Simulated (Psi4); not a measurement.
## PH4 (charge +1): excited-state calculation

The run: excited-state calculation of PH4 (phosphonium), charge +1, SMILES [PH4+]. Method and program: TDA (B97-D3(BJ))/LANL2DZ, UKS, core potentials LANL2DZ (Psi4 1.11).

The geometry comes from this level: GFN2-xTB.

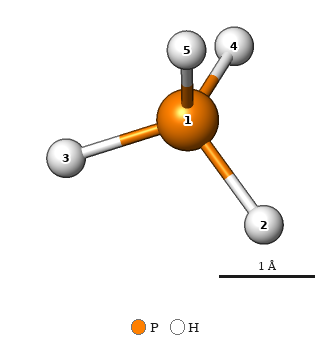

**Figure 1.** The structure as given in the input (ball-and-stick view, seen at a tilt; atoms are numbered from 1 in the order of the input). Bond lengths as drawn: H–P 1.38 Å.

Input file (job.py)
```python
import psi4

psi4.set_memory(1600000000)
psi4.set_num_threads(1)
psi4.set_output_file('psi4.out', False)

geom = psi4.geometry("""
1 1
P
H 1 1.375057
H 1 1.375079 2 109.47152
H 1 1.375189 2 109.45733 3 -120.00612
H 1 1.375039 2 109.4797 4 -119.99432
symmetry c1
""")

psi4.set_options({
    'basis': 'LANL2DZ',
    'reference': 'uks',
    'save_jk': True,
})

from psi4.driver.procrouting.response.scf_response import tdscf_excitations
energy_value, wavefunction = psi4.energy('B97-D3BJ', return_wfn=True)
states = tdscf_excitations(wavefunction, states=8, tda=True)
for k, s in enumerate(states, 1):
    print(f"root {k}: {s['EXCITATION ENERGY'] * 27.211386:.4f} eV  f = {s['OSCILLATOR STRENGTH (LEN)']:.4f}  {s['SYMMETRY']}")
print(f'B97-D3BJ energy: {energy_value:.10f} Eh')
```

Run on 1 thread of Intel Xeon (Sapphire Rapids), 64 GiB of memory available, shared host.

Command:
```bash
python job.py
```

Output
```
Psi4 1.11 release

   => Loading Basis Set <=

    Name: LANL2DZ
    Role: ORBITAL
    Keyword: BASIS

    !!!  WARNING: ECP capability is in beta. Please check occupations closely.  !!!

   => B97-D3BJ: Empirical Dispersion <=

        s6 =       1.000000
        s8 =       2.260900
        a1 =       0.554500
        a2 =       3.229700

         ---------------------------------------------------------
                                   SCF
                              UKS Reference
                        1 Threads,   1525 MiB Core
         ---------------------------------------------------------

  ==> Geometry <==

    Molecular point group: c1
    Full point group: C1

    Geometry (in Angstrom), charge = 1, multiplicity = 1:

       Center              X                  Y                   Z               Mass
    ------------   -----------------  -----------------  -----------------  -----------------
         P            0.000005850504     0.000004846573    -0.000002026397    30.973761998420
         H            0.000005850504     0.000004846573     1.375054973603     1.007825032230
         H            0.000005850504     1.296439365755    -0.458368466828     1.007825032230
         H           -1.122858219803    -0.648440953574    -0.458084016445     1.007825032230
         H            1.122666713657    -0.648152209806    -0.458540212518     1.007825032230

  Running in c1 symmetry.

  Rotational constants: A =      3.31769  B =      3.31725  C =      3.31684 [cm^-1]
  Rotational constants: A =  99461.90421  B =  99448.62356  C =  99436.49306 [MHz]
  Nuclear repulsion =    9.110571930438855

  Charge       = 1
  Multiplicity = 1
  Electrons    = 8
  Nalpha       = 4
  Nbeta        = 4

  ==> Algorithm <==

  SCF Algorithm Type is DF.
  DIIS enabled.
  MOM disabled.
  Fractional occupation disabled.
  Guess Type is SAD.
  Energy threshold   = 1.00e-06
  Density threshold  = 1.00e-06
  Integral threshold = 1.00e-12

  ==> Primary Basis <==

  Basis Set: LANL2DZ
    Blend: LANL2DZ
    Number of shells: 12
    Number of basis functions: 16
    Number of Cartesian functions: 16
    Spherical Harmonics?: false
    Max angular momentum: 1

  Core potential: LANL2DZ
    Number of shells: 3
    Number of ECP primitives: 16
    Number of ECP core electrons: 10
    Max angular momentum: 2

  ==> DFT Potential <==

   => LibXC <=

    Version 7.1.2

   => Composite Functional: B97-D3BJ <=

    B97-D3BJ GGA Exchange-Correlation Functional

    Deriv               =              1
    GGA                 =           TRUE
    Meta                =          FALSE

    Exchange Hybrid     =          FALSE
    MP2 Hybrid          =          FALSE

   => Exchange-Correlation Functionals <=

    1.0000       Becke 97-D

   => LibXC Density Thresholds  <==

    XC_GGA_XC_B97_D:  1.00E-14

   => Molecular Quadrature <=

    Radial Scheme          =       TREUTLER
    Pruning Scheme         =           NONE
    Nuclear Scheme         =       TREUTLER

    Blocking Scheme        =         OCTREE
    BS radius alpha        =              1
    Pruning alpha          =              1
    Radial Points          =             75
    Spherical Points       =            302
    Total Points           =         109036
    Total Blocks           =            869
    Max Points             =            256
    Max Functions          =             16
    Weights Tolerance      =       1.00E-15

   => Loading Basis Set <=

    Name: (LANL2DZ AUX)
    Role: JKFIT
    Keyword: DF_BASIS_SCF

  ==> Integral Setup <==

  DFHelper Memory: AOs need 0.001 GiB; user supplied 1.067 GiB.
  SCF_SUBTYPE=INCORE selected. In-core MEM_DF algorithm will be used.
  Using in-core AOs.

  ==> MemDFJK: Density-Fitted J/K Matrices <==

    J tasked:                   Yes
    K tasked:                    No
    wK tasked:                   No
    Memory [MiB]:              1092
    Algorithm:                 Core
    Schwarz Cutoff:           1E-12
    Mask sparsity (%):       0.0000
    Fitting Condition:        1E-10

   => Auxiliary Basis Set <=

  Basis Set: (LANL2DZ AUX)
    Blend: DEF2-UNIVERSAL-JKFIT
    Number of shells: 62
    Number of basis functions: 235
    Number of Cartesian functions: 235
    Spherical Harmonics?: false
    Max angular momentum: 4

  Cached 100.0% of DFT collocation blocks in 0.051 [GiB].

  Minimum eigenvalue in the overlap matrix is 2.5361432731E-02.
  Reciprocal condition number of the overlap matrix is 6.8980563433E-03.
    Using symmetric orthogonalization.

  ==> Pre-Iterations <==

  SCF Guess: Superposition of Atomic Densities via on-the-fly atomic UHF (no occupation information).

   -------------------------
    Irrep   Nso     Nmo
   -------------------------
     A         16      16
   -------------------------
    Total      16      16
   -------------------------

  ==> Iterations <==

                           Total Energy        Delta E     RMS |[F,P]|

   @DF-UKS iter SAD:    -8.05817596097045   -8.05818e+00   0.00000e+00
   @DF-UKS iter   1:    -8.59459514968706   -5.36419e-01   3.44832e-03 DIIS/ADIIS
   @DF-UKS iter   2:    -8.59617247320766   -1.57732e-03   2.39345e-03 DIIS/ADIIS
   @DF-UKS iter   3:    -8.59735905336403   -1.18658e-03   2.45522e-04 DIIS/ADIIS
   @DF-UKS iter   4:    -8.59737172434312   -1.26710e-05   4.28472e-05 DIIS
   @DF-UKS iter   5:    -8.59737213184849   -4.07505e-07   5.99096e-06 DIIS
   @DF-UKS iter   6:    -8.59737214108486   -9.23637e-09   2.89329e-07 DIIS
  Energy and wave function converged.

  ==> Post-Iterations <==

   Electrons on quadrature grid:
      Nalpha   =    4.0000012788 ; deviation = 1.279e-06
      Nbeta    =    4.0000012788 ; deviation = 1.279e-06
      Ntotal   =    8.0000025576 ; deviation = 2.558e-06

   @Spin Contamination Metric:  -8.881784197E-15
   @S^2 Expected:                0.000000000E+00
   @S^2 Observed:               -8.881784197E-15
   @S   Expected:                0.000000000E+00
   @S   Observed:                0.000000000E+00

    Orbital Energies [Eh]
    ---------------------

    Alpha Occupied:

       1A     -0.927679     2A     -0.668650     3A     -0.668633
       4A     -0.668597

    Alpha Virtual:

       5A     -0.224632     6A     -0.224582     7A     -0.224551
       8A     -0.196006     9A      0.102056    10A      0.102062
      11A      0.102080    12A      0.474455    13A      0.675955
      14A      0.675984    15A      0.676001    16A      9.295734

    Beta Occupied:

       1A     -0.927679     2A     -0.668650     3A     -0.668633
       4A     -0.668597

    Beta Virtual:

       5A     -0.224632     6A     -0.224582     7A     -0.224551
       8A     -0.196006     9A      0.102056    10A      0.102062
      11A      0.102080    12A      0.474455    13A      0.675955
      14A      0.675984    15A      0.676001    16A      9.295734

    Final Occupation by Irrep:
              A
    DOCC [     4 ]
    SOCC [     0 ]
    NA   [     4 ]
    NB   [     4 ]

  @DF-UKS Final Energy:    -8.59737214108486

   => Energetics <=

    Nuclear Repulsion Energy =              9.1105719304388550
    One-Electron Energy =                 -27.5027415354764599
    Two-Electron Energy =                  12.6462376327964119
    DFT Exchange-Correlation Energy =      -2.8453131486566834
    Empirical Dispersion Energy =          -0.0061270201869802
    VV10 Nonlocal Energy =                  0.0000000000000000
    Total Energy =                         -8.5973721410848576

  UHF NO Occupations:
  HONO-2 :    2  A 2.0000000
  HONO-1 :    3  A 2.0000000
  HONO-0 :    4  A 2.0000000
  LUNO+0 :    5  A 0.0000000
  LUNO+1 :    6  A 0.0000000
  LUNO+2 :    7  A 0.0000000
  LUNO+3 :    8  A 0.0000000

Computation Completed

Properties will be evaluated at   0.000000,   0.000000,   0.000000 [a0]

Properties computed using the SCF density matrix

 Multipole Moments:

 ------------------------------------------------------------------------------------
     Multipole            Electronic (a.u.)      Nuclear  (a.u.)        Total (a.u.)
 ------------------------------------------------------------------------------------

 L = 1.  Multiply by 2.5417464519 to convert [e a0] to [Debye]
 Dipole X            :          0.0002493           -0.0002845           -0.0000352
 Dipole Y            :          0.0002296           -0.0002357           -0.0000061
 Dipole Z            :         -0.0001118            0.0000985           -0.0000132
 Magnitude           :                                                    0.0000381

 ------------------------------------------------------------------------------------

	total time  =          3 seconds =       0.05 minutes

******************************************************************************************
**********                               WARNING                                **********
**********       The names of excited state variables changed between 1.5       **********
**********     and 1.6. For a quick solution, remove the symmetry specifier     **********
**********   from the variable name. For full details, see 'Notes on Psivars'   **********
**********                        in the documentation.                         **********
******************************************************************************************

         ---------------------------------------------------------
                         TDSCF excitation energies
         ---------------------------------------------------------

  ==> Options <==

     Residual threshold  : 1.0000e-04
     Initial guess       : denominators
     Reference           : UHF
     Solver type         : TDA (Davidson)

  ==> Requested Excitations <==

      8 singlet states with A symmetry

  ==> Seeking the lowest 8 singlet states with A symmetry

                         Generalized Davidson Solver

  ==> Options <==

    Max number of iterations        = 60
    Eigenvector tolerance           = 1.0000e-04
    Max number of expansion vectors = 1600

  => Iterations <=
                           Max[D[value]]     Max[|R|]   # vectors
  DavidsonSolver iter   1:   4.39832e-01  5.62021e-02     32
  DavidsonSolver iter   2:   4.50346e-03  1.23163e-03     40
  DavidsonSolver iter   3:   2.13812e-06  1.10408e-05     46      Converged

******************************************************************************************
**********                               WARNING                                **********
**********  Length-gauge rotatory strengths are **NOT** gauge-origin invariant  **********
******************************************************************************************

                                    Excitation Energy         Total Energy        Oscillator Strength             Rotatory Strength
     #   Sym: GS->ES (Trans)        au              eV              au          au (length)    au (velocity)    au (length)    au (velocity)
    ---- -------------------- --------------- --------------- --------------- --------------- --------------- --------------- ---------------
     1        A->A (1 A)       0.40243         10.95071       -8.19494         0.0000          0.0000          0.0000          0.0000
     2        A->A (1 A)       0.42101         11.45627       -8.17636         0.0000          0.0000          0.0000          0.0000
     3        A->A (1 A)       0.42105         11.45725       -8.17633         0.0000          0.0000          0.0000          0.0000
     4        A->A (1 A)       0.42108         11.45822       -8.17629         0.0000          0.0000          0.0000          0.0000
     5        A->A (1 A)       0.43507         11.83895       -8.16230         0.0000          0.0000          0.0000          0.0000
     6        A->A (1 A)       0.43514         11.84083       -8.16223         0.0000          0.0000         -0.0000         -0.0000
     7        A->A (1 A)       0.43981         11.96773       -8.15757         0.0000          0.0000          0.0000          0.0000
     8        A->A (1 A)       0.43983         11.96838       -8.15754         0.0000          0.0000          0.0000          0.0000

Contributing excitations
Only contributions with abs(coeff) > 1.00e-01 will be printed:

Excited State    1 (1 A):   0.40243 au   113.22 nm f = 0.0000
Alpha orbitals:
  Sums of squares: Xssq =  5.000000e-01
      2a (a) ->   7a (a)    0.404160 (16.335%)
      3a (a) ->   6a (a)    0.403571 (16.287%)
      4a (a) ->   5a (a)   -0.405156 (16.415%)
Beta orbitals:
  Sums of squares: Xssq =  5.000000e-01
      2a (b) ->   7a (b)   -0.404160 (16.335%)
      3a (b) ->   6a (b)   -0.403571 (16.287%)
      4a (b) ->   5a (b)    0.405156 (16.415%)

Excited State    2 (1 A):   0.42101 au   108.22 nm f = 0.0000
Alpha orbitals:
  Sums of squares: Xssq =  5.000000e-01
      2a (a) ->   5a (a)    0.142477 ( 2.030%)
      2a (a) ->   8a (a)    0.120215 ( 1.445%)
      3a (a) ->   5a (a)   -0.342221 (11.712%)
      3a (a) ->   6a (a)    0.279291 ( 7.800%)
      4a (a) ->   5a (a)    0.332791 (11.075%)
      4a (a) ->   6a (a)    0.342165 (11.708%)
      4a (a) ->   7a (a)   -0.155531 ( 2.419%)
Beta orbitals:
  Sums of squares: Xssq =  5.000000e-01
      2a (b) ->   5a (b)   -0.142477 ( 2.030%)
      2a (b) ->   8a (b)   -0.120215 ( 1.445%)
      3a (b) ->   5a (b)    0.342221 (11.712%)
      3a (b) ->   6a (b)   -0.279291 ( 7.800%)
      4a (b) ->   5a (b)   -0.332791 (11.075%)
      4a (b) ->   6a (b)   -0.342165 (11.708%)
      4a (b) ->   7a (b)    0.155531 ( 2.419%)

Excited State    3 (1 A):   0.42105 au   108.21 nm f = 0.0000
Alpha orbitals:
  Sums of squares: Xssq =  5.000000e-01
      2a (a) ->   5a (a)    0.454376 (20.646%)
      2a (a) ->   8a (a)   -0.113101 ( 1.279%)
      3a (a) ->   5a (a)    0.105197 ( 1.107%)
      3a (a) ->   6a (a)   -0.161422 ( 2.606%)
      4a (a) ->   6a (a)   -0.109401 ( 1.197%)
      4a (a) ->   7a (a)   -0.446732 (19.957%)
Beta orbitals:
  Sums of squares: Xssq =  5.000000e-01
      2a (b) ->   5a (b)   -0.454376 (20.646%)
      2a (b) ->   8a (b)    0.113101 ( 1.279%)
      3a (b) ->   5a (b)   -0.105197 ( 1.107%)
      3a (b) ->   6a (b)    0.161422 ( 2.606%)
      4a (b) ->   6a (b)    0.109401 ( 1.197%)
      4a (b) ->   7a (b)    0.446732 (19.957%)

Excited State    4 (1 A):   0.42108 au   108.21 nm f = 0.0000
Alpha orbitals:
  Sums of squares: Xssq =  5.000000e-01
      2a (a) ->   6a (a)    0.451748 (20.408%)
      2a (a) ->   7a (a)    0.162655 ( 2.646%)
      3a (a) ->   6a (a)   -0.173933 ( 3.025%)
      3a (a) ->   7a (a)    0.453006 (20.521%)
      3a (a) ->   8a (a)    0.117139 ( 1.372%)
      4a (a) ->   8a (a)    0.116799 ( 1.364%)
Beta orbitals:
  Sums of squares: Xssq =  5.000000e-01
      2a (b) ->   6a (b)   -0.451748 (20.408%)
      2a (b) ->   7a (b)   -0.162655 ( 2.646%)
      3a (b) ->   6a (b)    0.173933 ( 3.025%)
      3a (b) ->   7a (b)   -0.453006 (20.521%)
      3a (b) ->   8a (b)   -0.117139 ( 1.372%)
      4a (b) ->   8a (b)   -0.116799 ( 1.364%)

Excited State    5 (1 A):   0.43507 au   104.73 nm f = 0.0000
Alpha orbitals:
  Sums of squares: Xssq =  5.000000e-01
      2a (a) ->   7a (a)   -0.177023 ( 3.134%)
      3a (a) ->   5a (a)   -0.331176 (10.968%)
      3a (a) ->   6a (a)   -0.256166 ( 6.562%)
      4a (a) ->   5a (a)   -0.431321 (18.604%)
      4a (a) ->   6a (a)    0.316145 ( 9.995%)
Beta orbitals:
  Sums of squares: Xssq =  5.000000e-01
      2a (b) ->   7a (b)    0.177023 ( 3.134%)
      3a (b) ->   5a (b)    0.331176 (10.968%)
      3a (b) ->   6a (b)    0.256166 ( 6.562%)
      4a (b) ->   5a (b)    0.431321 (18.604%)
      4a (b) ->   6a (b)   -0.316145 ( 9.995%)

Excited State    6 (1 A):   0.43514 au   104.71 nm f = 0.0000
Alpha orbitals:
  Sums of squares: Xssq =  5.000000e-01
      2a (a) ->   6a (a)   -0.170178 ( 2.896%)
      2a (a) ->   7a (a)    0.510353 (26.046%)
      3a (a) ->   6a (a)   -0.353108 (12.469%)
      3a (a) ->   7a (a)   -0.165040 ( 2.724%)
      4a (a) ->   5a (a)    0.154649 ( 2.392%)
      4a (a) ->   7a (a)    0.108399 ( 1.175%)
Beta orbitals:
  Sums of squares: Xssq =  5.000000e-01
      2a (b) ->   6a (b)    0.170178 ( 2.896%)
      2a (b) ->   7a (b)   -0.510353 (26.046%)
      3a (b) ->   6a (b)    0.353108 (12.469%)
      3a (b) ->   7a (b)    0.165040 ( 2.724%)
      4a (b) ->   5a (b)   -0.154649 ( 2.392%)
      4a (b) ->   7a (b)   -0.108399 ( 1.175%)

Excited State    7 (1 A):   0.43981 au   103.60 nm f = 0.0000
Alpha orbitals:
  Sums of squares: Xssq =  5.000000e-01
      3a (a) ->   5a (a)   -0.498087 (24.809%)
      4a (a) ->   6a (a)   -0.498924 (24.893%)
Beta orbitals:
  Sums of squares: Xssq =  5.000000e-01
      3a (b) ->   5a (b)    0.498087 (24.809%)
      4a (b) ->   6a (b)    0.498924 (24.893%)

Excited State    8 (1 A):   0.43983 au   103.59 nm f = 0.0000
Alpha orbitals:
  Sums of squares: Xssq =  5.000000e-01
      2a (a) ->   5a (a)    0.499408 (24.941%)
      4a (a) ->   7a (a)    0.499583 (24.958%)
Beta orbitals:
  Sums of squares: Xssq =  5.000000e-01
      2a (b) ->   5a (b)   -0.499408 (24.941%)
      4a (b) ->   7a (b)   -0.499583 (24.958%)

******************************************************************************************
**********                               WARNING                                **********
**********       The names of excited state variables changed between 1.5       **********
**********     and 1.6. For a quick solution, remove the symmetry specifier     **********
**********   from the variable name. For full details, see 'Notes on Psivars'   **********
**********                        in the documentation.                         **********
******************************************************************************************
```

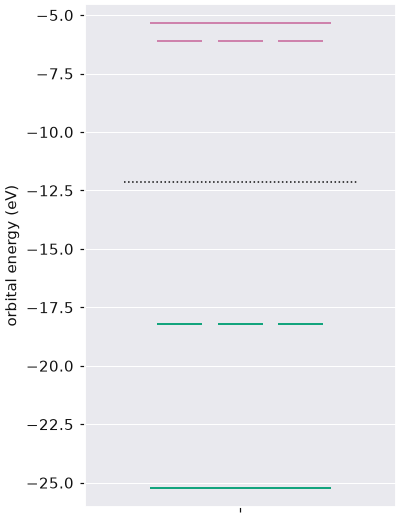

**Figure 2.** Orbital energies near the frontier; the dotted line parts filled from empty levels, and levels within 0.02 eV of each other stand side by side. Highest filled −18.19 eV, lowest empty −6.11 eV, 12.08 eV apart.

Key numbers

| quantity | value |
| --- | --- |
| outcome | converged |
| total energy | −8.597372 hartree |
| dispersion energy | −0.006127 hartree |
| basis functions | 16 |
| HOMO | −18.19 eV |
| LUMO | −6.11 eV |
| lowest excitation | 10.95 eV |
| wall time | 7.8 s |
| peak memory | 0.27 GiB |
